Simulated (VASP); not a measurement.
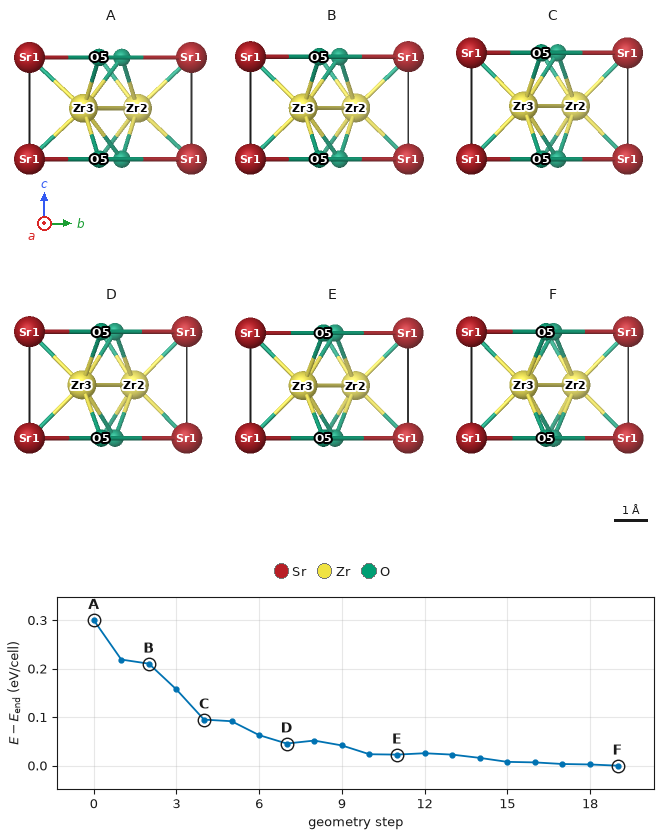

Frames of a relaxation of a crystal of SrZr2O3 (a generated structure, set up in P-62m), marked on the history of the run. The picture is a ball-and-stick view of the cell of the calculation, seen along the a axis.

The run lets cell and atoms move.

The calculation used Kohn-Sham DFT of a periodic cell, PBE, VASP PAW PBE potentials, recommended (VASP 6.6.1).

Input file:
```
ALGO     = Fast           # electronic algorithm
EDIFF    = 1E-4           # SCF threshold, eV
EDIFFG   = -0.08          # ionic threshold
ENCUT    = 520            # plane-wave cutoff, eV
GGA      = PE             # functional
IBRION   = 2              # ionic algorithm
ISIF     = 3              # what is computed and relaxed
ISMEAR   = 0              # smearing method
LASPH    = True           # aspherical terms in the spheres
LCHARG   = False          # write CHGCAR
LREAL    = False          # projectors in reciprocal space
LWAVE    = False          # write WAVECAR
NELM     = 60             # most SCF steps
NSW      = 24             # ionic steps
PREC     = Normal         # precision mode
SIGMA    = 0.15           # smearing width, eV
```

Run as
```bash
cat potpaw_PBE.64/Sr_sv/POTCAR potpaw_PBE.64/Zr_sv/POTCAR potpaw_PBE.64/O/POTCAR > POTCAR
mpirun -np 1 vasp_std > vasp.out
```

Question: What happens along the run?

Answer: The energy falls by 0.300 eV per cell of the calculation in 19 geometry steps. Largest force component: 0.52 eV/Å at the start, 0.046 eV/Å at the end. Pressure: −2.28 GPa at the start and −0.42 GPa at the end. The largest moves relative to the cell, 0.25 Å, are those of O atoms. Zr and Sr stay in place. Cell: a = b 5.700 → 5.512 Å (−3.3 %), c 3.100 → 3.244 Å (+4.6 %). Volume −2.1 %. Some distances before and after: O–Sr 3.249 → 2.889 Å, O–Sr 2.451 → 2.623 Å, Sr–Sr 3.100 → 3.244 Å, Zr–Zr 3.100 → 3.244 Å. Among the angles between lasting bonds that change: Zr–O–Zr 160.0° → 173.3°, Sr–O–Zr 100.0° → 93.3°, Sr–O–Zr 80.0° → 86.7°. The space group stays P-62m (No. 189). From step 0 to 2: O atoms move most (0.04 Å), volume −4.2 %, energy −90.0 meV per cell of the calculation. From step 2 to 4: O atoms move most (0.06 Å), volume +1.3 %, energy −0.115 eV per cell of the calculation. From step 4 to 7: O atoms move most (0.05 Å), volume +1.9 %, energy −49.4 meV per cell of the calculation. From step 7 to 11: O atoms move most (0.04 Å), volume −1.1 %, energy −22.8 meV per cell of the calculation. From step 11 to 19: O atoms move most (0.07 Å), volume +0.1 %, energy −22.8 meV per cell of the calculation.

```tsv
step	E − E(0), meV/atom	largest force component, eV/Å	pressure, GPa	volume, Å³/atom
0	0.00	0.5247	-2.28	14.538
1	-13.58	0.5251	2.05	14.105
2	-15.00	0.5337	3.98	13.925
3	-23.87	0.4976	3.18	13.983
4	-34.23	0.4020	1.35	14.100
5	-34.79	0.3855	0.94	14.128
6	-39.58	0.3040	-0.25	14.239
7	-42.47	0.2259	-1.60	14.363
8	-41.44	0.1049	-3.83	14.612
9	-43.12	0.1896	-2.36	14.452
10	-46.15	0.1240	-0.31	14.257
11	-46.27	0.1080	-0.06	14.211
12	-45.80	0.0847	1.20	14.119
13	-46.27	0.1177	0.30	14.198
14	-47.40	0.0910	0.57	14.167
15	-48.77	0.0709	1.04	14.102
16	-48.95	0.0690	1.19	14.078
17	-49.50	0.0560	-0.93	14.272
18	-49.66	0.0746	-0.33	14.208
19	-50.08	0.0456	-0.42	14.227
```
